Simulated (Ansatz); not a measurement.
# Response to strain in TiO2

Consider TiO$_{2}$ in the rutile structure (space group P4_2/mnm, No. 136; a = 4.643 Å, c = 2.964 Å). Axes: x, y, z lie along a, b, c of the conventional cell.

Strains are applied to the cell and any free atomic positions relax.

Method: PBE in Ansatz (plane waves to 420 eV, PAW, no spin-orbit coupling).

Notes on the quantities. energy relative to the base: free energy F.

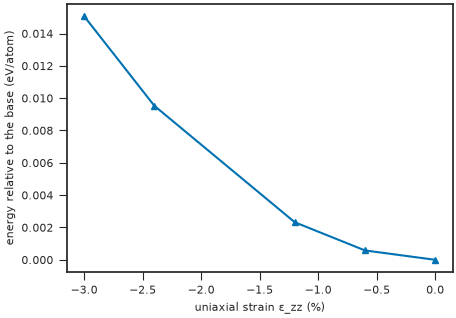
Energy relative to the base against uniaxial strain ε_zz

From the plot, what is the energy relative to the base for uniaxial strain ε_zz = −2.40 %?

About 0.010 eV/atom.

Is the trend monotonic over the range shown?

Yes, it falls throughout, spanning 0 meV/atom to +15 meV/atom.

Whether these cells are dynamically stable was not tested. The final runs are not spin-polarised.

Ansatz is a quantum-chemistry and plane-wave program.
